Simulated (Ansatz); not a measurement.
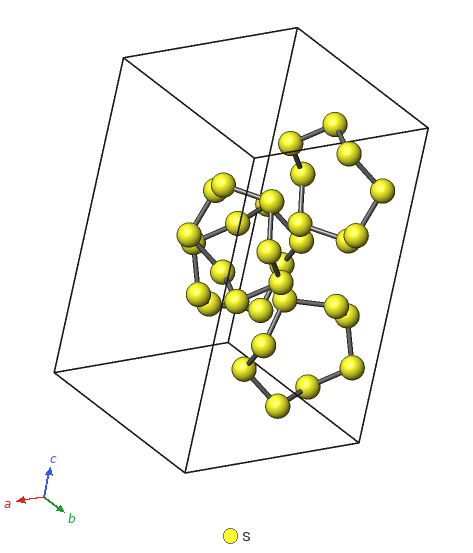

An orthographic ball-and-stick view of the structure, from a general direction. The unit cell is outlined; an atom on or near a face, edge or corner is repeated at each equivalent position. Finite groups of bonded atoms are drawn whole.

The lattice constants are a = 7.896 Å, b = 7.896 Å, c = 12.776 Å, α = 104.26°, β = 104.26°, γ = 101.71°.

The composition is S.

What lattice type does the structure have?

Face-centred orthorhombic.

Which atoms are bonded to S?

Each S has two S in a bent arrangement at about 2.0 Å.

What extended units do the bonds make?

The bonds build separate S8 groups.

The initial geometry was a structure type known for this element. Earlier steps of the study may have refined or changed the cell and positions. It was run through Ansatz as a DFT input.
